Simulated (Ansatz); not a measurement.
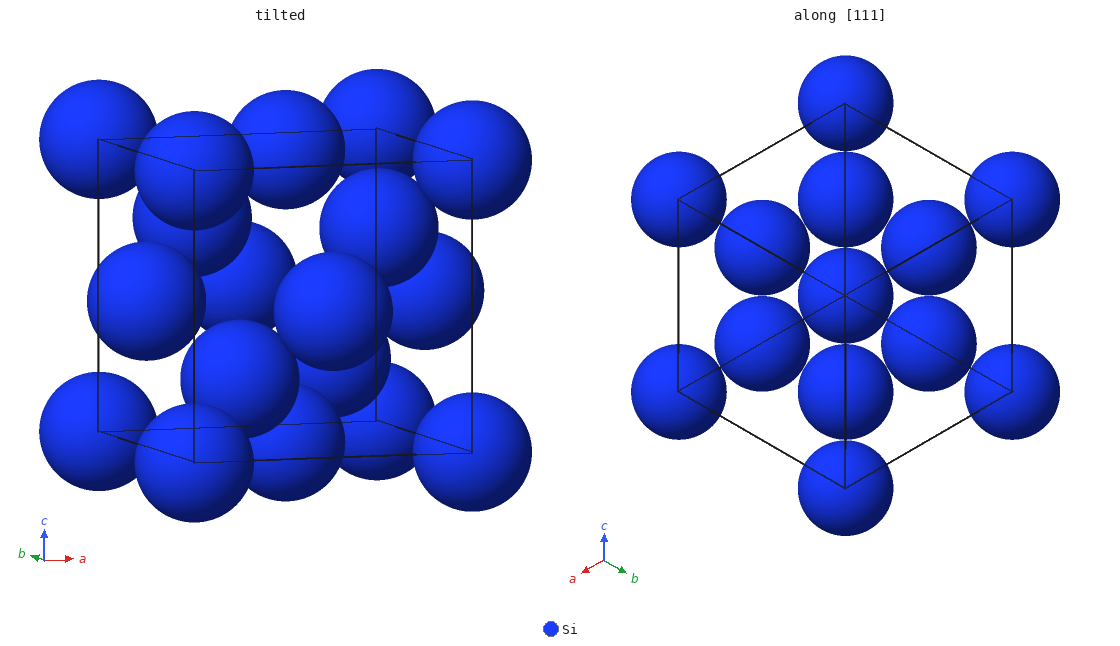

Crystal structure, space-filling style, seen slightly off an axis and along [111]. Thin lines show the conventional unit cell, with boundary atoms drawn in all their periodic places. Cell: a = 5.470 Å, b = 5.470 Å, c = 5.470 Å, α = 90.00°, β = 90.00°, γ = 90.00°.

Notes on the structure:

The element is silicon. Its lattice is face-centred cubic, its space group Fd-3m (No. 227). Prototype: diamond. The cell holds eight atoms. Each Si is bonded to four Si in a tetrahedral arrangement at about 2.4 Å.

Origin of the cell: a structure listed in the Materials Project. Earlier steps of the study may have refined or changed the cell and positions. It went into a calculation with Ansatz.
